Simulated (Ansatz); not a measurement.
# Ag(111) film, 1 layer, flat: channels in plane against thickness, part 2 of 2

How does quantum confinement change the conductance of Ag(111) film, 1 layer, flat and thicker films?

Ansatz 0.2.0; Ansatz plane-wave DFT, PBE, PAW files; ballistic transport by layer matching (Landauer), zero bias.

So far, lead conductance per cell (G₀): step 2 (with 1 layer) 0.834.

**6. With 5 layers, thickness 11.796 A**

The film grows to 5 layers.

System of this step: Ag(111) film, 5 layers, flat. The cell holds 10 atoms: 10 Ag. Its edges and angles: a = 20.437 Å, b = 2.889 Å, c = 5.005 Å, α = 90.0°, β = 90.0°, γ = 90.0°. It derives from Ag. Vacuum lies along a. The structure's axis is c.

Input file input.yaml:

```yaml
crystal:
  lattice:
    - [20.4366746799, 0.0, 0.0]
    - [0.0, 2.8893797293, 0.0]
    - [0.0, 0.0, 5.0045524935]
  atoms:
    - { symbol: Ag, position: [0.2201923782, 0.0, 0.0] }
    - { symbol: Ag, position: [0.2201923782, 0.5, 0.5] }
    - { symbol: Ag, position: [0.3356303693, 0.0, 0.3333333333] }
    - { symbol: Ag, position: [0.3356303693, 0.5, 0.8333333333] }
    - { symbol: Ag, position: [0.4510683604, 0.0, 0.6666666667] }
    - { symbol: Ag, position: [0.4510683604, 0.5, 0.1666666667] }
    - { symbol: Ag, position: [0.5665063515, 0.0, 0.0] }
    - { symbol: Ag, position: [0.5665063515, 0.5, 0.5] }
    - { symbol: Ag, position: [0.6819443426, 0.0, 0.3333333333] }
    - { symbol: Ag, position: [0.6819443426, 0.5, 0.8333333333] }
kpoints:
  mp_grid: { grid: [1, 14, 8] }
hamiltonian:
  xc: pbe
scf:
  occupations: { method: fermi_dirac, width: 0.1 }
output:
  transmission:
    leads: [[0, 0]]
    kmesh: [1, 42]
    e_range: [-0.27, 0.27]
    de: 0.036
```

Launch:

```bash
$ ansatz run input.yaml --threads 4 --pin off --max-ram 8192MiB --backend cpu --events-out ev --progress --plain --runs-dir out
```

Numbers of over 12 decimals in the logs are rounded to 6 here.

The log of the run:

```text
[...]
Crystal: 10 atoms, lattice volume = 295.515 Å³
Basis set: ecut = 420 eV, 5785 PW (Γ)
Bands: 114, of which v1, the nominal top of the filled ones, is band 95 counted from 1 (94 counted from 0)
Symmetry: 8 space group operations
[...]
k-points: 40 of 112
[...]
--- Transmission ---
  basis      : 513 plane waves across, 7 finite elements along
  points     : 22, standing for a mesh of 1 x 42
[...]
crystal 0  : Ag10, at the sites [0, 0], period 5.0046 Å: whole cells are its period
[...]
filled         : 29.8 meV under the level at which it is neutral
    channels       : 3.761905e0 a spin
[...]
slowest decay  : 0.1033 /Å at (0.0000, 0.5000)
[key lines of the parts left out:]
SCF converged after 7 iterations
Free energy (F): -75904.151078 eV
Fermi energy:    8.176116 eV
```

Elapsed: 8.5 min, on 4 threads of Intel Xeon 6975P-C (Granite Rapids), shared host; peak memory 3.4 GiB.

This step gave:

```yaml
free_energy: -75904.1511 eV
energy_at_zero_smearing: -75904.0985 eV
fermi_energy: 8.176 eV
cell_area: 59.05 Å²
open_channels_per_spin_nearest_the_fermi_level: 3.810
estimated_errors_of_the_lead_s_conductance: 0, 6.8, 0.1 % (band edges, k-mesh, distance from neutral)
lead_conductance_per_cell: 3.793 G₀
```

Per spin. The open channels, zone mean, lead by energy, zero at the Fermi level:

| energy (eV) | open channels, zone mean, lead |
| --- | --- |
| -0.270 | 3.79 |
| -0.234 | 3.79 |
| -0.198 | 3.79 |
| -0.162 | 3.83 |
| -0.126 | 3.83 |
| -0.090 | 3.88 |
| -0.054 | 3.88 |
| -0.018 | 3.81 |
| 0.018 | 3.76 |
| 0.054 | 3.76 |
| 0.090 | 3.81 |
| 0.126 | 3.90 |
| 0.162 | 3.98 |
| 0.198 | 4.02 |
| 0.234 | 3.88 |
| 0.270 | 3.98 |

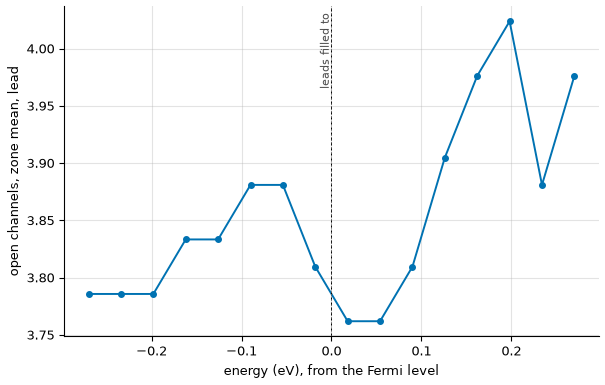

Open channels, zone mean, lead against energy.

The lead conductance per cell is 3.79 G₀, 19 % over the 3.18 G₀ of the last finished run.

**7. All levels side by side**

Times are for 4 threads of Intel Xeon 6975P-C (Granite Rapids), shared host. Results by setting:

| no. | layers | lead conductance per cell (G₀) | time | memory (GiB) |
| --- | --- | --- | --- | --- |
| 1 | 1 | 0.8336 | 62 s | 1.0 |
| 2 | 2 | 1.666 | 1.9 min | 1.5 |
| 3 | 3 | 2.409 | 3.4 min | 2.0 |
| 4 | 4 | 3.178 | 5.6 min | 2.7 |
| 5 | 5 | 3.793 | 8.5 min | 3.4 |

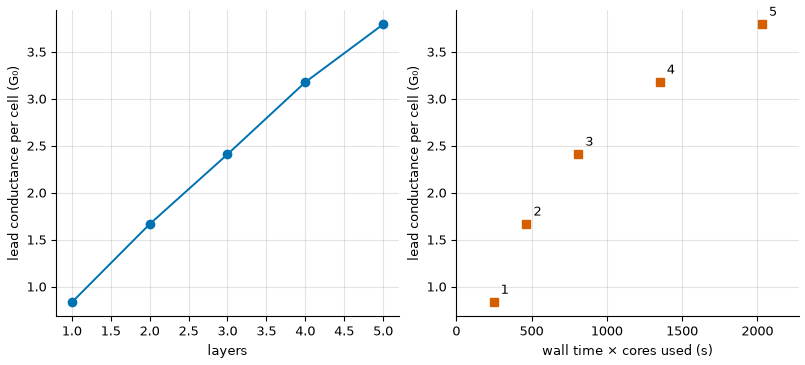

The series as plots; the last panel sets the first result against cost, with the runs numbered as in the table.

The runs together. Table of open channels, zone mean by energy, zero at the Fermi level:

| energy (eV) | 1 | 2 | 3 | 4 | 5 |
| --- | --- | --- | --- | --- | --- |
| -0.270 | 0.833 | 1.57 | 2.26 | 3.05 | 3.79 |
| -0.234 | 0.833 | 1.62 | 2.31 | 3.10 | 3.79 |
| -0.198 | 0.833 | 1.62 | 2.31 | 3.10 | 3.79 |
| -0.162 | 0.833 | 1.62 | 2.31 | 3.10 | 3.83 |
| -0.126 | 0.833 | 1.62 | 2.40 | 3.10 | 3.83 |
| -0.090 | 0.833 | 1.67 | 2.40 | 3.10 | 3.88 |
| -0.054 | 0.833 | 1.67 | 2.40 | 3.14 | 3.88 |
| -0.018 | 0.833 | 1.67 | 2.40 | 3.19 | 3.81 |
| 0.018 | 0.833 | 1.67 | 2.40 | 3.19 | 3.76 |
| 0.054 | 0.833 | 1.67 | 2.40 | 3.19 | 3.76 |
| 0.090 | 0.833 | 1.67 | 2.45 | 3.12 | 3.81 |
| 0.126 | 0.833 | 1.67 | 2.45 | 3.12 | 3.90 |
| 0.162 | 0.881 | 1.67 | 2.45 | 3.21 | 3.98 |
| 0.198 | 0.881 | 1.71 | 2.45 | 3.17 | 4.02 |
| 0.234 | 0.881 | 1.71 | 2.5 | 3.24 | 3.88 |
| 0.270 | 0.881 | 1.76 | 2.5 | 3.24 | 3.98 |

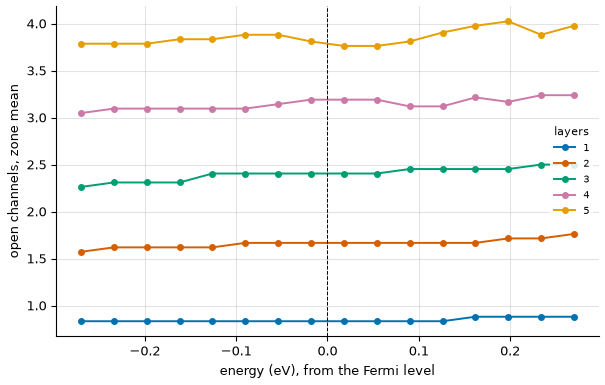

Open channels, zone mean, plotted against energy.

**8. Results**

| Quantity | Value |
| --- | --- |
| conductance per cell, 1 layer | 0.834 G₀ |
| conductance per cell, 2 layers | 1.67 G₀ |
| conductance per cell, 3 layers | 2.41 G₀ |
| conductance per cell, 4 layers | 3.18 G₀ |
| conductance per cell, 5 layers | 3.79 G₀ |

The conductance per cell width goes from 0.834 G0 at 1 to 3.79 G0 at 5 layers. Over the film's own cross-section (layers × spacing × width) the conductance runs from 0.95 to 0.86×10¹⁵ S/m²; that nominal section leaves out the charge that spills into the vacuum, which flatters the thinnest films. The gains from one thickness to the next are 0.83, 0.74, 0.77 and 0.62 G0 per added layer; their spread isn't beyond the error estimates. The film repeats perfectly along the current, so nothing scatters; its faces are clean and not relaxed. The program's error estimates for the conductances, leads' steps apart, run from 3.6 to 9.8 %.

[Logs are printed without paths, hosts, clocks, repeated set-up lines and the standing remarks that a program may print on its own settings, such as how far it seeks lower states.]

[Hosts, paths, dates, database ids (printed as entryN), source tags and the programs' standing remarks are cut or masked in the printed files.]
